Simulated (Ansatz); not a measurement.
# CH₄AlGa: how energies converge with the basis set

How large a basis does CH₄AlGa need? Two functionals are run in growing sets.

Method: one geometry, several basis sets; program: Ansatz 0.2.0, Gaussian basis.

The runs, in order: PBE0-D4/def2-SVP; ωB97M-V/def2-SVP; PBE0-D4/def2-QZVPP; ωB97M-V/def2-QZVPP; the functionals' def2-TZVPP values are taken from earlier runs.

### 1 The relaxed structure

The geometry comes from an earlier relaxation with PBE0-D4 in a triple-zeta def2 set; it is a stationary point, not always the lowest conformer.

SMILES `[CH2]1[AlH][GaH]1`, 7 atoms, charge 0, spin multiplicity 1.

Atoms are counted from 1 here; the program's logs count them from 0.

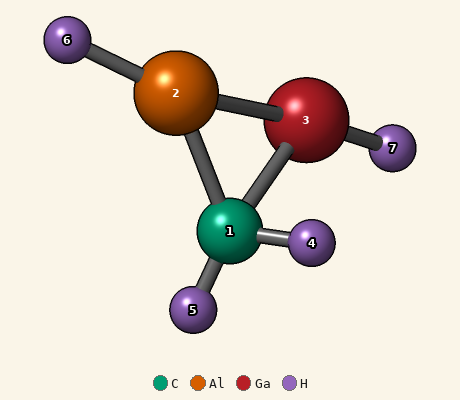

The geometry (carbon teal, aluminium orange, gallium red, hydrogen purple); atoms are numbered from 1 in the order of the file.

### 2 PBE0-D4 in def2-SVP

File in.yaml:

```yaml
crystal:
  periodic: [false, false, false]
  atoms:
    - {symbol: C, position_ang: [-0.596802, 0.160713, -0.541658]}
    - {symbol: Al, position_ang: [-0.161535, 0.754722, 1.217545]}
    - {symbol: Ga, position_ang: [1.131754, -0.873157, 0.030713]}
    - {symbol: H, position_ang: [-1.068482, -0.846889, -0.508041]}
    - {symbol: H, position_ang: [-0.962228, 0.663169, -1.438065]}
    - {symbol: H, position_ang: [-0.229385, 2.083641, 2.082913]}
    - {symbol: H, position_ang: [1.886679, -1.942179, -0.843406]}
basis:
  gaussian: {orbitals: def2-SVP}
hamiltonian: {xc: pbe0, dispersion: d4}
output: {orbitals: {seedname: orbitals}}
```

Started as:

```
$ ansatz run in.yaml --threads 2 --pin off --events-out ev --progress --plain --max-ram 4352MiB
```

The log of the run:

```text
Functional definition: PBE0
  name "PBE0"
  cite "Adamo & Barone, J. Chem. Phys. 110, 6158 (1999) doi:10.1063/1.478522"
  cite "Perdew, Burke & Ernzerhof, Phys. Rev. Lett. 77, 3865 (1996) doi:10.1103/PhysRevLett.77.3865"
  parent pbe
  parameter a = 0.25
  parameter kappa = 0.804
  parameter beta = 0.06672455060314922
  exchange = (1 - a)*pbe_x(kappa = kappa, mu = beta*pi^2/3) + a*exact_x
  correlation = pbe_c(beta = beta)
835 factors; integrals over basis functions are off by at most 1.2e-3 eV
mean field evaluation 1: about -60045.7183 eV, gradient 5.7e1 eV
mean field evaluation 2: about -60024.0847 eV, gradient 8.9e1 eV
mean field evaluation 4: about -60054.0129 eV, gradient 5.5e0 eV
mean field evaluation 8: about -60054.1006 eV, gradient 2.4e-1 eV
mean field evaluation 16: about -60054.1009 eV, gradient 8.0e-5 eV
mean field -60054.10086368 eV, -2206.9475006086 hartree, gradient 8.0e-5 eV, S^2 0.000000; 0 other end points of the search recorded, 0 dependent functions left out
reference -60054.10089319 eV, -2206.9475016931 hartree; 27, 27 occupied and 57, 57 virtual orbitals, 835 factors
Total energy: -60054.21311783 eV, -2206.9516258726 hartree
```

Wall time 1.4 s (2 threads of Arm Neoverse V1, shared host).

### 3 ωB97M-V in def2-SVP

in.yaml: that of step 2 with these lines changed.

```diff
@@ -12,3 +12,3 @@
   gaussian: {orbitals: def2-SVP}
-hamiltonian: {xc: pbe0, dispersion: d4}
+hamiltonian: {xc: {name: wB97M-V}}
 output: {orbitals: {seedname: orbitals}}
```

The command is unchanged.

The log of the run (excerpt; [...] marks lines left out):

```text
Functional definition: wB97M-V
  name "wB97M-V"
  cite "Mardirossian & Head-Gordon, J. Chem. Phys. 144, 214110 (2016) doi:10.1063/1.4952647"
  cite "Becke, J. Chem. Phys. 107, 8554 (1997) doi:10.1063/1.475007"
  cite "Vydrov & Van Voorhis, J. Chem. Phys. 133, 244103 (2010) doi:10.1063/1.3521275"
  # Of w^i u^j: cxij and so on, Table III.
[...]
  gx(w, u) = 1 - cx + cx01*u + cx10*w
  gss(w, u) = css00 + css04*u^4 + css10*w + css20*w^2 + css43*w^4*u^3
  gos(w, u) = cos00 + cos10*w + (cos20 + cos21*u)*w^2 + (cos60 + cos61*u)*w^6
[...]
      + integral(e_c_pw_mod_opposite_spin*gos(b97_w_opposite, b97_u_opposite)) + vv10(b, c)
835 factors; integrals over basis functions are off by at most 1.2e-3 eV
257 factors; integrals over basis functions are off by at most 8.3e-6 eV
[...]
mean field -60061.36834899 eV, -2207.2145757676 hartree, gradient 5.9e-5 eV, S^2 0.000000; 0 other end points of the search recorded, 0 dependent functions left out
reference -60061.36839679 eV, -2207.2145775243 hartree; 27, 27 occupied and 57, 57 virtual orbitals, 835 factors
Total energy: -60061.36839679 eV, -2207.2145775243 hartree
```

Run time: 7.5 s. Hardware: 2 threads of Arm Neoverse V1, shared host.

### 4 PBE0-D4 in def2-QZVPP

in.yaml: that of step 3 with these lines changed.

```diff
@@ -11,4 +11,4 @@
 basis:
-  gaussian: {orbitals: def2-SVP}
-hamiltonian: {xc: {name: wB97M-V}}
+  gaussian: {orbitals: "def2-QZVPP.json"}
+hamiltonian: {xc: pbe0, dispersion: d4}
 output: {orbitals: {seedname: orbitals}}
```

Same command.

The log of the run:

```text
Functional definition: PBE0
  name "PBE0"
  cite "Adamo & Barone, J. Chem. Phys. 110, 6158 (1999) doi:10.1063/1.478522"
  cite "Perdew, Burke & Ernzerhof, Phys. Rev. Lett. 77, 3865 (1996) doi:10.1103/PhysRevLett.77.3865"
  parent pbe
  parameter a = 0.25
  parameter kappa = 0.804
  parameter beta = 0.06672455060314922
  exchange = (1 - a)*pbe_x(kappa = kappa, mu = beta*pi^2/3) + a*exact_x
  correlation = pbe_c(beta = beta)
1408 factors; their error is unknown
mean field evaluation 1: about -60054.0622 eV, gradient 7.1e1 eV
mean field evaluation 2: about -60019.0700 eV, gradient 1.1e2 eV
mean field evaluation 4: about -60065.6108 eV, gradient 6.0e0 eV
mean field evaluation 8: about -60065.6447 eV, gradient 1.4e-1 eV
mean field evaluation 16: about -60065.7999 eV, gradient 4.9e-5 eV
mean field -60065.79987147 eV, -2207.3774312151 hartree, gradient 7.8e-5 eV, S^2 0.000000; 0 other end points of the search recorded, 0 dependent functions left out
reference -60065.79991396 eV, -2207.3774327765 hartree; 27, 27 occupied and 309, 309 virtual orbitals, 1408 factors
Total energy: -60065.91213860 eV, -2207.3815569560 hartree
```

Run time: 9 s. Hardware: 2 threads of Arm Neoverse V1, shared host; peak memory 0.95 GiB.

### 5 ωB97M-V in def2-QZVPP

in.yaml: that of step 4 with these lines changed.

```diff
@@ -12,3 +12,3 @@
   gaussian: {orbitals: "def2-QZVPP.json"}
-hamiltonian: {xc: pbe0, dispersion: d4}
+hamiltonian: {xc: {name: wB97M-V}}
 output: {orbitals: {seedname: orbitals}}
```

The command is unchanged.

The log of the run (excerpt; [...] marks lines left out):

```text
Functional definition: wB97M-V
  name "wB97M-V"
  cite "Mardirossian & Head-Gordon, J. Chem. Phys. 144, 214110 (2016) doi:10.1063/1.4952647"
  cite "Becke, J. Chem. Phys. 107, 8554 (1997) doi:10.1063/1.475007"
  cite "Vydrov & Van Voorhis, J. Chem. Phys. 133, 244103 (2010) doi:10.1063/1.3521275"
  # Of w^i u^j: cxij and so on, Table III.
[...]
  gx(w, u) = 1 - cx + cx01*u + cx10*w
  gss(w, u) = css00 + css04*u^4 + css10*w + css20*w^2 + css43*w^4*u^3
  gos(w, u) = cos00 + cos10*w + (cos20 + cos21*u)*w^2 + (cos60 + cos61*u)*w^6
[...]
      + integral(e_c_pw_mod_opposite_spin*gos(b97_w_opposite, b97_u_opposite)) + vv10(b, c)
1360 factors; their error is unknown
314 factors; integrals over basis functions are off by at most 1.1e-5 eV
[...]
mean field -60073.05648997 eV, -2207.6441070262 hartree, gradient 3.0e-5 eV, S^2 0.000000; 0 other end points of the search recorded, 0 dependent functions left out
reference -60073.05655910 eV, -2207.6441095669 hartree; 27, 27 occupied and 309, 309 virtual orbitals, 1360 factors
Total energy: -60073.05655910 eV, -2207.6441095669 hartree
```

Wall time 25 s (2 threads of Arm Neoverse V1, shared host); peak memory 1.2 GiB.

### 6 Functionals by basis

The def2-TZVPP values come from earlier runs at the same geometry.

| functional | basis | functions | energy (eV) | from the largest (eV) | HOMO (eV) | LUMO (eV) |
| --- | --- | --- | --- | --- | --- | --- |
| PBE0-D4 | def2-SVP | 84 | -60054.2131 | 11.699 | -5.76 | -2.13 |
| PBE0-D4 | def2-TZVPP | 177 | -60064.4692 | 1.443 | -5.77 | -2.16 |
| PBE0-D4 | def2-QZVPP | 336 | -60065.9121 | 0.000 | -5.78 | -2.17 |
| ωB97M-V | def2-SVP | 84 | -60061.3684 | 11.688 | -7.63 | -0.34 |
| ωB97M-V | def2-TZVPP | 177 | -60071.6558 | 1.401 | -7.67 | -0.41 |
| ωB97M-V | def2-QZVPP | 336 | -60073.0566 | 0.000 | -7.68 | -0.50 |

### 7 What came out

| quantity | value |
| --- | --- |
| PBE0-D4: double and triple zeta above quadruple | 11.70, 1.44 eV |
| ωB97M-V: double and triple zeta above quadruple | 11.69, 1.40 eV |

**Reading.** For PBE0-D4 the step from double to triple zeta gains 10.26 eV and the next only 1.44 eV. These are total energies; as a rule much of such shifts cancels in differences, which this series doesn't test.

For PBE0-D4 the largest set took about 6 times as long as the smallest (9 s against 1.4 s).
